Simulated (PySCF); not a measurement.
Geometry relaxation, with input and output: CH₂N₂ (part 2 of 3)

CH₂N₂, SMILES N=C=N; BLYP/cc-pVDZ, RKS (PySCF 2.14.0). The geometry comes from this level: PBE0-D4/def2-TZVP symmetrised.

Geometry of the input (Å):
```
N  -1.2130  -0.0236  0.0590
C  0.0020  0.0339  0.0183
N  1.2074  -0.0724  -0.1110
H  -1.7578  0.7961  -0.1682
H  1.8119  0.1336  0.6717
```

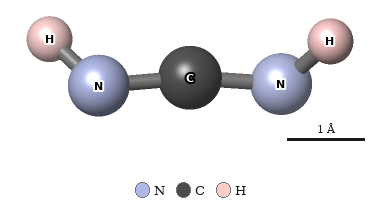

Figure 1. The structure as given in the input (ball-and-stick view, seen on its broad side).

### What the program printed, continued
```
----------------------------------------------
cycle 10: E = -148.754880935  dE = -2.98111e-08  norm(grad) = 0.000160356
Step    9 : Displace = 7.081e-05/1.067e-04 (rms/max) Trust = 7.076e-05 (=) Grad = 6.938e-05/1.225e-04 (rms/max) E (change) = -148.7548809347 (-2.981e-08) Quality = 0.793
Hessian Eigenvalues: 1.75780e-03 2.47704e-02 4.99866e-02 ... 4.60510e-01 9.70149e-01 1.10342e+00

Geometry optimization cycle 11
Cartesian coordinates (Angstrom)
 Atom        New coordinates             dX        dY        dZ
   N  -1.249694  -0.048687   0.072327    0.000003  0.000015 -0.000047
   C  -0.011083   0.035053   0.027260    0.000002  0.000127  0.000083
   N   1.215094  -0.087522  -0.129019   -0.000019 -0.000041  0.000033
   H  -1.783470   0.800701  -0.160602   -0.000084 -0.000039 -0.000018
   H   1.813407   0.131569   0.680056    0.000091 -0.000066 -0.000051
converged SCF energy = -148.754880966178
--------------- RKS_Scanner gradients ---------------
         x                y                z
0 N     0.0000087071     0.0000385928     0.0000028773
1 C     0.0000141814    -0.0000701309    -0.0000539631
2 N     0.0000336185     0.0000703503     0.0000069119
3 H     0.0000217803     0.0000194243    -0.0000053852
4 H     0.0000054080    -0.0000068767     0.0000175503
----------------------------------------------
cycle 11: E = -148.754880966  dE = -3.14726e-08  norm(grad) = 0.000130374
Step   10 : Displace = 1.021e-04/1.523e-04 (rms/max) Trust = 1.001e-04 (+) Grad = 5.478e-05/9.390e-05 (rms/max) E (change) = -148.7548809662 (-3.147e-08) Quality = 0.730
Hessian Eigenvalues: 1.77027e-03 2.47652e-02 4.99588e-02 ... 4.60307e-01 9.70057e-01 1.10305e+00

Geometry optimization cycle 12
Cartesian coordinates (Angstrom)
 Atom        New coordinates             dX        dY        dZ
   N  -1.249692  -0.048666   0.072278    0.000002  0.000020 -0.000049
   C  -0.011081   0.035181   0.027343    0.000001  0.000128  0.000084
   N   1.215074  -0.087569  -0.128984   -0.000020 -0.000047  0.000035
   H  -1.783559   0.800666  -0.160617   -0.000089 -0.000035 -0.000016
   H   1.813507   0.131499   0.680003    0.000100 -0.000070 -0.000054
converged SCF energy = -148.754880987248
--------------- RKS_Scanner gradients ---------------
         x                y                z
0 N     0.0000095073     0.0000304499    -0.0000068459
1 C     0.0000139099    -0.0000463968    -0.0000390981
2 N     0.0000323318     0.0000583293     0.0000037412
3 H     0.0000219482     0.0000161734    -0.0000042756
4 H     0.0000060835    -0.0000074118     0.0000143961
----------------------------------------------
cycle 12: E = -148.754880987  dE = -2.10696e-08  norm(grad) = 0.000102282
Step   11 : Displace = 1.060e-04/1.533e-04 (rms/max) Trust = 1.001e-04 (=) Grad = 4.042e-05/6.591e-05 (rms/max) E (change) = -148.7548809872 (-2.107e-08) Quality = 0.619
Hessian Eigenvalues: 1.77348e-03 2.47712e-02 4.98896e-02 ... 4.60342e-01 9.70144e-01 1.10285e+00

Geometry optimization cycle 13
Cartesian coordinates (Angstrom)
 Atom        New coordinates             dX        dY        dZ
   N  -1.249692  -0.048643   0.072236    0.000000  0.000024 -0.000042
   C  -0.011081   0.035289   0.027416    0.000000  0.000109  0.000073
   N   1.215054  -0.087617  -0.128952   -0.000020 -0.000048  0.000032
   H  -1.783640   0.800643  -0.160626   -0.000081 -0.000023 -0.000009
   H   1.813600   0.131434   0.679951    0.000093 -0.000065 -0.000052
converged SCF energy = -148.754880996733
--------------- RKS_Scanner gradients ---------------
         x                y                z
0 N     0.0000103444     0.0000231702    -0.0000154005
1 C     0.0000153463    -0.0000267910    -0.0000267108
2 N     0.0000297864     0.0000480252     0.0000015101
3 H     0.0000210234     0.0000141734    -0.0000032848
4 H     0.0000073562    -0.0000076256     0.0000117409
----------------------------------------------
cycle 13: E = -148.754880997  dE = -9.48523e-09  norm(grad) = 8.1532e-05
Step   12 : Displace = 9.397e-05/1.311e-04 (rms/max) Trust = 1.001e-04 (=) Grad = 2.856e-05/4.270e-05 (rms/max) E (change) = -148.7548809967 (-9.485e-09) Quality = 0.435
Hessian Eigenvalues: 1.77876e-03 2.47858e-02 4.96901e-02 ... 4.60337e-01 9.70143e-01 1.10270e+00

Geometry optimization cycle 14
Cartesian coordinates (Angstrom)
 Atom        New coordinates             dX        dY        dZ
   N  -1.249698  -0.048606   0.072195   -0.000007  0.000037 -0.000041
   C  -0.011088   0.035397   0.027494   -0.000007  0.000108  0.000078
   N   1.215024  -0.087690  -0.128917   -0.000030 -0.000073  0.000035
   H  -1.783731   0.800635  -0.160621   -0.000091 -0.000008  0.000006
   H   1.813707   0.131354   0.679881    0.000107 -0.000080 -0.000070
converged SCF energy = -148.754880997682
--------------- RKS_Scanner gradients ---------------
         x                y                z
0 N     0.0000121041     0.0000163179    -0.0000252431
1 C     0.0000158348    -0.0000074571    -0.0000141694
2 N     0.0000268976     0.0000369605     0.0000000267
3 H     0.0000192783     0.0000122239    -0.0000016645
4 H     0.0000098305    -0.0000073031     0.0000088369
----------------------------------------------
cycle 14: E = -148.754880998  dE = -9.49228e-10  norm(grad) = 6.63219e-05
Step   13 : Displace = 1.024e-04/1.343e-04 (rms/max) Trust = 1.001e-04 (=) Grad = 1.715e-05/2.703e-05 (rms/max) E (change) = -148.7548809977 (-9.492e-10) Quality = 0.060
Hessian Eigenvalues: 1.79530e-03 2.48404e-02 4.84399e-02 ... 4.60347e-01 9.70186e-01 1.10267e+00

Geometry optimization cycle 15
Cartesian coordinates (Angstrom)
 Atom        New coordinates             dX        dY        dZ
   N  -1.249705  -0.048575   0.072179   -0.000007  0.000031 -0.000016
   C  -0.011094   0.035445   0.027533   -0.000006  0.000048  0.000038
   N   1.215004  -0.087744  -0.128901   -0.000020 -0.000054  0.000016
   H  -1.783774   0.800649  -0.160607   -0.000043  0.000014  0.000014
   H   1.813765   0.131305   0.679835    0.000057 -0.000049 -0.000046
converged SCF energy = -148.754880994571
--------------- RKS_Scanner gradients ---------------
         x                y                z
0 N     0.0000129307     0.0000133375    -0.0000305058
1 C     0.0000181423     0.0000010486    -0.0000086937
2 N     0.0000238555     0.0000318121     0.0000008158
3 H     0.0000180137     0.0000114060    -0.0000005061
4 H     0.0000110534    -0.0000069706     0.0000066394
----------------------------------------------
cycle 15: E = -148.754880995  dE = 3.11147e-09  norm(grad) = 6.27134e-05
Step   14 : Displace = 5.122e-05/6.201e-05 (rms/max) Trust = 5.004e-05 (-) Grad = 1.242e-05/2.123e-05 (rms/max) E (change) = -148.7548809946 (+3.111e-09) Quality = -0.581
Hessian Eigenvalues: 1.83126e-03 2.49103e-02 4.22781e-02 ... 4.60435e-01 9.70767e-01 1.10191e+00

Geometry optimization cycle 16
Cartesian coordinates (Angstrom)
 Atom        New coordinates             dX        dY        dZ
   N  -1.249710  -0.048551   0.072175   -0.000005  0.000024 -0.000004
   C  -0.011099   0.035466   0.027550   -0.000005  0.000020  0.000018
   N   1.214992  -0.087782  -0.128895   -0.000012 -0.000038  0.000006
   H  -1.783792   0.800668  -0.160594   -0.000017  0.000019  0.000013
   H   1.813796   0.131274   0.679806    0.000031 -0.000031 -0.000029
converged SCF energy = -148.754880992211
--------------- RKS_Scanner gradients ---------------
         x                y                z
0 N     0.0000119110     0.0000115715    -0.0000330280
1 C     0.0000207305     0.0000049486    -0.0000065301
2 N     0.0000224406     0.0000294141     0.0000018523
3 H     0.0000170778     0.0000113481     0.0000001685
4 H     0.0000118665    -0.0000067037     0.0000052656
----------------------------------------------
cycle 16: E = -148.754880992  dE = 2.35974e-09  norm(grad) = 6.22065e-05
Step   15 : Displace = 2.479e-05/2.953e-05 (rms/max) Trust = 2.502e-05 (-) Grad = 1.077e-05/1.832e-05 (rms/max) E (change) = -148.7548809922 (+2.360e-09) Quality = -1.040
Not rejecting step - energy change meets convergence criteria
Hessian Eigenvalues: 1.84107e-03 2.47373e-02 3.30129e-02 ... 4.61585e-01 9.77413e-01 1.10359e+00

Geometry optimization cycle 17
Cartesian coordinates (Angstrom)
 Atom        New coordinates             dX        dY        dZ
   N  -1.249713  -0.048533   0.072175   -0.000003  0.000018  0.000001
   C  -0.011103   0.035474   0.027559   -0.000004  0.000009  0.000009
   N   1.214983  -0.087808  -0.128894   -0.000009 -0.000027  0.000001
   H  -1.783797   0.800685  -0.160583   -0.000006  0.000017  0.000011
   H   1.813813   0.131254   0.679787    0.000017 -0.000020 -0.000019
converged SCF energy = -148.754880990845
--------------- RKS_Scanner gradients ---------------
         x                y                z
0 N     0.0000174070     0.0000127673    -0.0000350543
1 C     0.0000124867     0.0000063453    -0.0000048806
2 N     0.0000232797     0.0000274222     0.0000004312
3 H     0.0000174739     0.0000100566     0.0000010088
4 H     0.0000133997    -0.0000060419     0.0000062095
----------------------------------------------
cycle 17: E = -148.754880991  dE = 1.36635e-09  norm(grad) = 6.22176e-05
Step   16 : Displace = 1.240e-05/1.439e-05 (rms/max) Trust = 1.239e-05 (-) Grad = 1.015e-05/1.720e-05 (rms/max) E (change) = -148.7548809908 (+1.366e-09) Quality = -1.092
Not rejecting step - energy change meets convergence criteria
Hessian Eigenvalues: 2.01759e-03 1.89019e-02 2.71424e-02 ... 4.84075e-01 1.08051e+00 1.24962e+00

Geometry optimization cycle 18
Cartesian coordinates (Angstrom)
 Atom        New coordinates             dX        dY        dZ
   N  -1.249715  -0.048522   0.072176   -0.000002  0.000011  0.000001
   C  -0.011104   0.035478   0.027563   -0.000000  0.000004  0.000004
   N   1.214979  -0.087824  -0.128894   -0.000004 -0.000016  0.000000
   H  -1.783800   0.800698  -0.160577   -0.000003  0.000012  0.000006
   H   1.813822   0.131242   0.679775    0.000009 -0.000012 -0.000012
converged SCF energy = -148.754880990063
--------------- RKS_Scanner gradients ---------------
         x                y                z
0 N     0.0000156308     0.0000117463    -0.0000355802
1 C     0.0000177741     0.0000068378    -0.0000047281
2 N     0.0000209338     0.0000271926     0.0000016823
3 H     0.0000166187     0.0000107608     0.0000010846
4 H     0.0000130977    -0.0000060040     0.0000052492
----------------------------------------------
cycle 18: E = -148.75488099  dE = 7.82279e-10  norm(grad) = 6.19845e-05
Step   17 : Displace = 6.548e-06/7.180e-06 (rms/max) Trust = 6.197e-06 (-) Grad = 9.414e-06/1.606e-05 (rms/max) E (change) = -148.7548809901 (+7.823e-10) Quality = -1.126
Not rejecting step - energy change meets convergence criteria
Hessian Eigenvalues: 1.97432e-03 1.74641e-02 2.72202e-02 ... 4.93807e-01 1.11074e+00 1.35798e+00

Geometry optimization cycle 19
Cartesian coordinates (Angstrom)
 Atom        New coordinates             dX        dY        dZ
   N  -1.249717  -0.048513   0.072178   -0.000002  0.000009  0.000002
   C  -0.011105   0.035481   0.027566   -0.000001  0.000002  0.000003
   N   1.214976  -0.087836  -0.128894   -0.000003 -0.000012 -0.000000
   H  -1.783801   0.800708  -0.160572   -0.000001  0.000010  0.000005
   H   1.813828   0.131233   0.679766    0.000006 -0.000009 -0.000009
converged SCF energy = -148.75488098964
--------------- RKS_Scanner gradients ---------------
         x                y                z
0 N     0.0000161613     0.0000121890    -0.0000362394
1 C     0.0000160265     0.0000072681    -0.0000042553
2 N     0.0000217519     0.0000265696     0.0000015342
3 H     0.0000166821     0.0000103068     0.0000014201
4 H     0.0000134416    -0.0000058105     0.0000052424
----------------------------------------------
cycle 19: E = -148.75488099  dE = 4.22858e-10  norm(grad) = 6.21349e-05
Step   18 : Displace = 4.161e-06/4.809e-06 (rms/max) Trust = 4.000e-06 (-) Grad = 9.246e-06/1.570e-05 (rms/max) E (change) = -148.7548809896 (+4.229e-10) Quality = -0.855
Hessian Eigenvalues: 1.91427e-03 1.26450e-02 2.74908e-02 ... 4.99293e-01 1.13011e+00 1.47067e+00

Geometry optimization cycle 20
Cartesian coordinates (Angstrom)
 Atom        New coordinates             dX        dY        dZ
   N  -1.249719  -0.048503   0.072181   -0.000002  0.000010  0.000003
   C  -0.011106   0.035482   0.027568   -0.000001  0.000002  0.000002
   N   1.214972  -0.087850  -0.128895   -0.000004 -0.000014 -0.000001
   H  -1.783800   0.800720  -0.160566    0.000000  0.000012  0.000006
   H   1.813834   0.131223   0.679756    0.000006 -0.000010 -0.000010
converged SCF energy = -148.754880989124
--------------- RKS_Scanner gradients ---------------
         x                y                z
0 N     0.0000150531     0.0000115996    -0.0000366177
1 C     0.0000191109     0.0000075765    -0.0000042630
2 N     0.0000203979     0.0000264295     0.0000024731
3 H     0.0000162458     0.0000106767     0.0000015455
4 H     0.0000132635    -0.0000057702     0.0000045572
----------------------------------------------
cycle 20: E = -148.754880989  dE = 5.16025e-10  norm(grad) = 6.22398e-05
Step   19 : Displace = 4.102e-06/4.616e-06 (rms/max) Trust = 4.000e-06 (=) Grad = 9.016e-06/1.504e-05 (rms/max) E (change) = -148.7548809891 (+5.160e-10) Quality = -0.924
Hessian Eigenvalues: 2.00664e-03 1.09494e-02 2.79069e-02 ... 5.02806e-01 1.13026e+00 1.71914e+00

Geometry optimization cycle 21
Cartesian coordinates (Angstrom)
 Atom        New coordinates             dX        dY        dZ
   N  -1.249722  -0.048492   0.072184   -0.000002  0.000012  0.000004
   C  -0.011108   0.035484   0.027571   -0.000002  0.000001  0.000002
   N   1.214968  -0.087867  -0.128897   -0.000004 -0.000016 -0.000002
   H  -1.783799   0.800735  -0.160558    0.000001  0.000015  0.000008
   H   1.813841   0.131211   0.679744    0.000007 -0.000012 -0.000011
converged SCF energy = -148.75488098864
--------------- RKS_Scanner gradients ---------------
         x                y                z
0 N     0.0000135288     0.0000103391    -0.0000368065
1 C     0.0000239543     0.0000077887    -0.0000047217
2 N     0.0000179668     0.0000265894     0.0000040535
3 H     0.0000156458     0.0000115709     0.0000015508
4 H     0.0000129858    -0.0000057869     0.0000036107
----------------------------------------------
cycle 21: E = -148.754880989  dE = 4.83936e-10  norm(grad) = 6.28003e-05
```

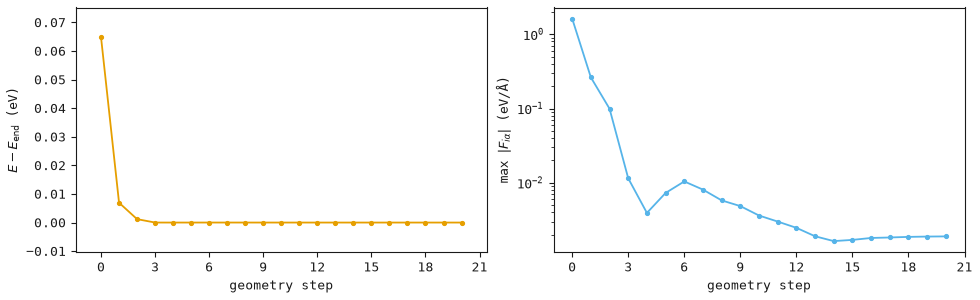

Figure 2. Progress of the relaxation, step by step (steps are counted from 0).

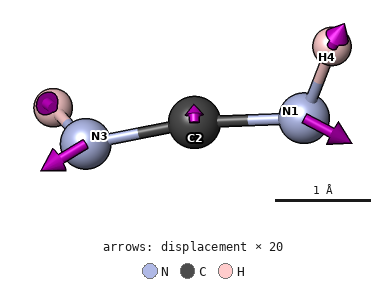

Figure 3. The starting structure with the displacements as pink arrows, magnified 20 times (ball-and-stick view, seen at a tilt). The two geometries are laid on each other by the best rigid fit. The largest moves after the best rigid fit, 0.029 Å, are those of N1 and N3. By element the largest moves are N 0.029 Å, H 0.018 Å, C 0.010 Å. Among the contacts that change: C2–N3 1.217 → 1.242 Å, N1–H4 1.010 → 1.030 Å. Among the angles that change: C2–N3–H5 119.5° → 117.0°, N1–C2–N3 171.2° → 169.1°. After 20 geometry steps the energy has fallen by 0.065 eV. The largest force component goes from 1.6 to 0.0019 eV/Å. (Atoms are counted from 1 in the order of the input.)
